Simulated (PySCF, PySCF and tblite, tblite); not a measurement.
# C₂H₁₁B₄P: a scan of pyramidal angle, part 3 of 3

PySCF and tblite. Atoms count from 0. Earlier steps stand in the parts before.

## 11. Shieldings, coordinate held at -9.4: PBE0/pcSseg-1

The job: settings as JSON, then the geometry in Å.

```
{"job": {"kind": "nmr", "xc": "PBE0", "basis": "pcSseg-1", "every": 1, "pop": false}, "charge": 0, "multiplicity": 1}
B     -2.519133     1.079497    -0.444515
B     -2.690874     0.332302     1.002622
P     -1.236179    -0.033779     2.018583
B      0.433166     0.112429     1.360413
C      0.571014     0.762007    -0.082753
B      1.128199    -0.342416    -1.044304
C      2.674925    -0.502025    -1.291423
H     -2.513537     2.251448    -0.563768
H     -2.530269     0.488728    -1.462031
H     -3.730476     0.024633     1.460667
H     -1.406385    -0.750897     3.184579
H      1.374095    -0.226259     1.969592
H     -0.416629     1.115841    -0.412111
H      1.246016     1.617725    -0.027933
H      0.386495    -1.087185    -1.569255
H      3.295878     0.121463    -0.652471
H      2.907632    -0.242768    -2.325208
H      2.997106    -1.535449    -1.169185
```

Output:

```text
coarse grid: 14960 points
cycle   1  E = -523.0230810656  dE =  4.345e-01  |g| = 4.418e-01  |ddm| = 3.654e+00
cycle   2  E = -523.0152539068  dE =  7.827e-03  |g| = 4.794e-01  |ddm| = 9.045e-01
cycle   3  E = -523.0804552801  dE = -6.520e-02  |g| = 4.337e-02  |ddm| = 5.284e-01
cycle   4  E = -523.0809039417  dE = -4.487e-04  |g| = 2.436e-02  |ddm| = 8.021e-02
cycle   5  E = -523.0810741737  dE = -1.702e-04  |g| = 5.042e-03  |ddm| = 2.901e-02
cycle   6  E = -523.0810811711  dE = -6.997e-06  |g| = 1.932e-03  |ddm| = 7.706e-03
final grid: 138272 points
cycle   7  E = -523.1154183207  dE = -4.385e-05  |g| = 8.334e-03  |ddm| = 3.307e-02
cycle   8  E = -523.1154098951  dE =  8.426e-06  |g| = 9.878e-03  |ddm| = 1.843e-02
cycle   9  E = -523.1154390140  dE = -2.912e-05  |g| = 5.969e-04  |ddm| = 1.084e-02
cycle  10  E = -523.1154391239  dE = -1.100e-07  |g| = 2.110e-04  |ddm| = 9.583e-04
cycle  11  E = -523.1154391373  dE = -1.341e-08  |g| = 5.944e-05  |ddm| = 2.989e-04
cycle  12  E = -523.1154391384  dE = -1.117e-09  |g| = 2.459e-05  |ddm| = 1.073e-04
cycle  13  E = -523.1154391386  dE = -1.874e-10  |g| = 3.457e-06  |ddm| = 2.703e-05
converged SCF energy = -523.1154391386

GIAO shielding tensors (ppm)
atom      isotropic    diamagn.    paramagn.     s11        s22        s33       span
  0 B        4.891     193.789    -188.898   -106.609    -14.541    135.823    242.432
  1 B       22.503     199.842    -177.339    -77.556      3.620    141.444    219.000
  2 P      334.731     972.704    -637.973    185.418    362.141    456.633    271.215
  3 B       34.040     196.118    -162.078    -35.268      1.504    135.885    171.153
  4 C      127.796     258.808    -131.012     72.845    137.368    173.175    100.331
  5 B       13.806     192.400    -178.594    -60.705    -19.188    121.310    182.015
  6 C      169.065     252.016     -82.951    144.586    178.101    184.507     39.921
  7 H       22.143      29.672      -7.529     11.238     24.838     30.354     19.116
  8 H       22.166      30.170      -8.004     11.405     24.548     30.546     19.141
  9 H       22.293      28.860      -6.567     14.104     25.098     27.676     13.572
 10 H       25.968      30.997      -5.028     22.064     23.355     32.486     10.423
 11 H       24.327      30.878      -6.550     19.295     26.031     27.657      8.362
 12 H       31.471      37.499      -6.028     29.849     31.537     33.027      3.178
 13 H       28.848      32.916      -4.068     25.091     29.120     32.333      7.242
 14 H       24.358      31.863      -7.505     18.081     26.610     28.384     10.303
 15 H       30.289      31.141      -0.852     27.311     29.811     33.744      6.433
 16 H       30.699      28.505       2.194     27.191     28.493     36.413      9.223
 17 H       30.519      29.484       1.035     27.165     28.323     36.070      8.905
```

Run time: 26 s. Hardware: 1 thread of Intel Xeon Platinum 8488C, shared host; peak memory 0.82 GiB.

Key values: HOMO -7.31 eV, LUMO -2.18 eV; dipole 0.85 D.

## 12. Shieldings, coordinate held at 9.5: PBE0/pcSseg-1

The job: settings as JSON, then the geometry in Å.

```
{"job": {"kind": "nmr", "xc": "PBE0", "basis": "pcSseg-1", "every": 1, "pop": false}, "charge": 0, "multiplicity": 1}
B     -2.576884     1.120979    -0.396757
B     -2.718959     0.392218     1.062906
P     -1.254311    -0.263338     1.903241
B      0.411056     0.062686     1.301138
C      0.531956     0.694672    -0.152079
B      1.185271    -0.373378    -1.094097
C      2.748637    -0.474452    -1.254690
H     -2.482387     2.288780    -0.514638
H     -2.696282     0.541464    -1.413425
H     -3.743081     0.247607     1.624469
H     -1.389675    -0.724470     3.196698
H      1.360420    -0.202111     1.933779
H     -0.467380     0.986757    -0.505339
H      1.150566     1.591800    -0.090982
H      0.503576    -1.135168    -1.673637
H      3.311739     0.191034    -0.604656
H      3.031049    -0.242903    -2.282350
H      3.099886    -1.490724    -1.078705
```

Output:

```text
coarse grid: 14960 points
cycle   1  E = -523.0231376871  dE =  4.304e-01  |g| = 4.416e-01  |ddm| = 3.654e+00
cycle   2  E = -523.0159899515  dE =  7.148e-03  |g| = 4.772e-01  |ddm| = 8.892e-01
cycle   3  E = -523.0804574328  dE = -6.447e-02  |g| = 4.259e-02  |ddm| = 5.172e-01
cycle   4  E = -523.0808818242  dE = -4.244e-04  |g| = 2.430e-02  |ddm| = 7.889e-02
cycle   5  E = -523.0810526774  dE = -1.709e-04  |g| = 5.134e-03  |ddm| = 2.933e-02
cycle   6  E = -523.0810601023  dE = -7.425e-06  |g| = 1.913e-03  |ddm| = 7.954e-03
final grid: 138272 points
cycle   7  E = -523.1156372314  dE = -4.523e-05  |g| = 8.396e-03  |ddm| = 3.332e-02
cycle   8  E = -523.1156292933  dE =  7.938e-06  |g| = 9.846e-03  |ddm| = 1.835e-02
cycle   9  E = -523.1156581426  dE = -2.885e-05  |g| = 6.105e-04  |ddm| = 1.075e-02
cycle  10  E = -523.1156582584  dE = -1.158e-07  |g| = 2.148e-04  |ddm| = 9.827e-04
cycle  11  E = -523.1156582723  dE = -1.392e-08  |g| = 6.069e-05  |ddm| = 3.063e-04
cycle  12  E = -523.1156582735  dE = -1.178e-09  |g| = 2.441e-05  |ddm| = 1.069e-04
cycle  13  E = -523.1156582737  dE = -1.843e-10  |g| = 3.701e-06  |ddm| = 2.700e-05
converged SCF energy = -523.1156582737

GIAO shielding tensors (ppm)
atom      isotropic    diamagn.    paramagn.     s11        s22        s33       span
  0 B        4.150     193.629    -189.480   -108.647    -14.713    135.808    244.455
  1 B       22.488     199.801    -177.313    -77.257      3.658    141.065    218.322
  2 P      335.311     972.772    -637.461    178.993    368.813    458.127    279.133
  3 B       33.916     196.473    -162.557    -35.336      2.333    134.752    170.088
  4 C      128.564     258.746    -130.183     73.637    143.671    168.383     94.745
  5 B       14.512     192.123    -177.611    -58.747    -19.092    121.375    180.123
  6 C      169.412     251.807     -82.394    144.954    179.397    183.886     38.932
  7 H       22.101      29.684      -7.583     10.957     24.691     30.656     19.699
  8 H       22.122      29.975      -7.853     11.316     24.714     30.337     19.021
  9 H       22.337      28.761      -6.424     14.194     25.107     27.709     13.515
 10 H       25.972      30.850      -4.878     22.057     23.402     32.457     10.400
 11 H       24.304      31.045      -6.740     19.227     26.003     27.683      8.456
 12 H       31.351      37.601      -6.250     29.477     31.424     33.153      3.676
 13 H       28.903      33.064      -4.161     25.000     29.383     32.327      7.327
 14 H       24.355      31.599      -7.244     18.278     26.596     28.192      9.914
 15 H       30.317      31.178      -0.861     27.359     29.869     33.723      6.364
 16 H       30.675      28.321       2.354     27.157     28.451     36.416      9.259
 17 H       30.578      29.308       1.270     27.211     28.361     36.161      8.950
```

Wall time 27 s (1 thread of Intel Xeon Platinum 8488C, shared host); peak memory 0.82 GiB.

In short: HOMO -7.30 eV, LUMO -2.22 eV; dipole 0.90 D.

## 13. Shieldings, coordinate held at 26.8: PBE0/pcSseg-1

The job: settings as JSON, then the geometry in Å.

```
{"job": {"kind": "nmr", "xc": "PBE0", "basis": "pcSseg-1", "every": 1, "pop": false}, "charge": 0, "multiplicity": 1}
B     -2.621136     1.160034    -0.353593
B     -2.703311     0.400123     1.090602
P     -1.270153    -0.505924     1.767335
B      0.369718     0.070918     1.244233
C      0.506454     0.672478    -0.216785
B      1.218596    -0.413753    -1.096242
C      2.787160    -0.475462    -1.209908
H     -2.435438     2.319267    -0.441236
H     -2.860611     0.629452    -1.375497
H     -3.679651     0.363232     1.747358
H     -1.353458    -0.726265     3.129123
H      1.308320    -0.075252     1.930151
H     -0.487967     0.919792    -0.609461
H      1.096474     1.588977    -0.170595
H      0.572021    -1.212993    -1.665001
H      3.311984     0.209307    -0.548344
H      3.089595    -0.237383    -2.230426
H      3.163603    -1.480150    -1.021513
```

Output:

```text
coarse grid: 14960 points
cycle   1  E = -523.0233574257  dE =  4.113e-01  |g| = 4.410e-01  |ddm| = 3.651e+00
cycle   2  E = -523.0163903059  dE =  6.967e-03  |g| = 4.754e-01  |ddm| = 8.933e-01
cycle   3  E = -523.0801825461  dE = -6.379e-02  |g| = 4.248e-02  |ddm| = 5.344e-01
cycle   4  E = -523.0806192206  dE = -4.367e-04  |g| = 2.374e-02  |ddm| = 8.196e-02
cycle   5  E = -523.0807821864  dE = -1.630e-04  |g| = 4.718e-03  |ddm| = 2.945e-02
cycle   6  E = -523.0807884377  dE = -6.251e-06  |g| = 1.629e-03  |ddm| = 7.418e-03
final grid: 138272 points
cycle   7  E = -523.1155591097  dE = -4.645e-05  |g| = 8.295e-03  |ddm| = 3.276e-02
cycle   8  E = -523.1155519786  dE =  7.131e-06  |g| = 9.635e-03  |ddm| = 1.789e-02
cycle   9  E = -523.1155792129  dE = -2.723e-05  |g| = 5.821e-04  |ddm| = 1.072e-02
cycle  10  E = -523.1155793235  dE = -1.105e-07  |g| = 1.848e-04  |ddm| = 1.074e-03
cycle  11  E = -523.1155793326  dE = -9.183e-09  |g| = 4.551e-05  |ddm| = 2.299e-04
cycle  12  E = -523.1155793333  dE = -6.102e-10  |g| = 1.409e-05  |ddm| = 7.087e-05
converged SCF energy = -523.1155793333

GIAO shielding tensors (ppm)
atom      isotropic    diamagn.    paramagn.     s11        s22        s33       span
  0 B        2.285     193.218    -190.933   -115.098    -13.983    135.935    251.033
  1 B       15.753     200.762    -185.009    -88.911     -1.229    137.400    226.310
  2 P      341.574     972.463    -630.889    165.985    399.525    459.212    293.227
  3 B       27.395     197.437    -170.042    -47.591     -2.094    131.871    179.462
  4 C      127.420     258.521    -131.101     66.351    148.436    167.474    101.123
  5 B       14.941     192.173    -177.232    -56.972    -19.347    121.143    178.115
  6 C      169.473     251.786     -82.313    145.233    179.052    184.134     38.901
  7 H       21.959      29.597      -7.637     10.293     24.612     30.973     20.680
  8 H       21.975      29.639      -7.664     10.853     24.905     30.166     19.312
  9 H       22.068      28.960      -6.893     13.153     25.214     27.835     14.682
 10 H       26.247      30.915      -4.668     22.319     24.103     32.319     10.000
 11 H       23.999      31.286      -7.287     18.150     26.052     27.795      9.645
 12 H       30.778      37.105      -6.328     28.347     31.007     32.978      4.632
 13 H       28.699      33.188      -4.489     25.002     29.402     31.695      6.693
 14 H       24.347      31.443      -7.096     18.310     26.613     28.119      9.809
 15 H       30.329      31.226      -0.896     27.343     29.861     33.784      6.441
 16 H       30.738      28.226       2.512     27.151     28.563     36.501      9.350
 17 H       30.582      29.200       1.382     27.252     28.345     36.148      8.895
```

Wall time 24 s (1 thread of Intel Xeon Platinum 8488C, shared host); peak memory 0.84 GiB.

In short: HOMO -7.39 eV, LUMO -2.25 eV; dipole 0.92 D.

## 14. The scan in numbers

The job: settings as JSON, then the geometry in Å.

```
{"job": {"smiles": "BBPBCBC", "charge": 0, "mult": 1, "motion": "pyramidal angle", "what": "phosphorus", "atoms": [2], "drives": [{"terms": [["t", [10, 1, 3, 2], 0.3333333333333333], ["t", [1, 3, 10, 2], 0.3333333333333333], ["t", [3, 10, 1, 2], 0.3333333333333333]], "values": [-1.3, -1, -0.7, -0.35, 0, 0.35, 0.7, 1, 1.3], "scaled": true}], "study": "scan", "seed": 986, "jobs": [{"kind": "nmr", "xc": "PBE0", "basis": "pcSseg-1", "every": 1}], "xc": "PBE0", "basis": "pcSseg-1", "kind": "scan"}, "charge": 0, "multiplicity": 1}
B     -2.626283     1.158053    -0.353323
B     -2.705803     0.395216     1.089547
P     -1.271152    -0.507496     1.767514
B      0.368672     0.069810     1.243990
C      0.504425     0.670707    -0.217307
B      1.220085    -0.414369    -1.094771
C      2.788639    -0.473155    -1.206993
H     -2.438845     2.317357    -0.437399
H     -2.869873     0.632588    -1.376919
H     -3.682541     0.356304     1.745224
H     -1.353962    -0.725707     3.129672
H      1.309097    -0.074556     1.928166
H     -0.490224     0.917079    -0.609874
H      1.092926     1.587922    -0.169637
H      0.577306    -1.217924    -1.661157
H      3.311822     0.213401    -0.546014
H      3.092374    -0.238093    -2.227837
H      3.164576    -1.477231    -1.014539
```

Output:

```text
coordinate    xTB      DFT (kcal/mol)
   -34.50    0.320    0.705
   -26.70    0.067    0.239
   -18.80    0.084    0.000
    -9.40    0.220    0.147
    -0.00    0.263    0.103
     9.50    0.238    0.068
    18.90    0.097    0.014
    26.80    0.000    0.112
    34.50    0.199    0.617
```

Run time: 4 min. Hardware: 1 thread of Intel Xeon Platinum 8488C, shared host; peak memory 0.84 GiB. This counts the whole study up to here.

Shieldings (ppm) of atoms that vary much, hydrogens weighed ten times:

```csv
coordinate (°),DFT energy (kcal/mol),P2,H12,B1,B3,H10
-34.5,0.70,352.6,30.02,11.2,23.6,26.56
-26.7,0.24,344.6,30.65,15.9,27.8,26.30
-18.8,0.00,340.2,30.81,20.0,31.2,26.14
-9.4,0.15,334.7,31.47,22.5,34.0,25.97
0.0,0.10,333.2,31.53,23.5,34.9,25.91
9.5,0.07,335.3,31.35,22.5,33.9,25.97
18.9,0.01,338.1,31.00,19.7,31.0,26.09
26.8,0.11,341.6,30.78,15.8,27.4,26.25
34.5,0.62,346.4,30.52,10.7,22.8,26.44
```

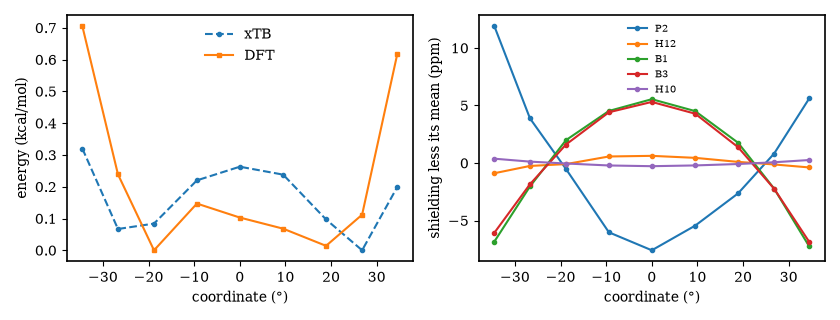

Energy and shieldings along the coordinate.

## 15. Results

This closing draws on all 3 parts.

| quantity | value |
| --- | --- |
| energy range along the scan | DFT 0.70, xTB 0.32 kcal/mol |
| range of σ(P2) | 333.2 to 352.6 ppm |

**Reading.** The DFT energy changes by 0.70 kcal/mol over the points computed, against kT of 0.59 kcal/mol at 298 K.
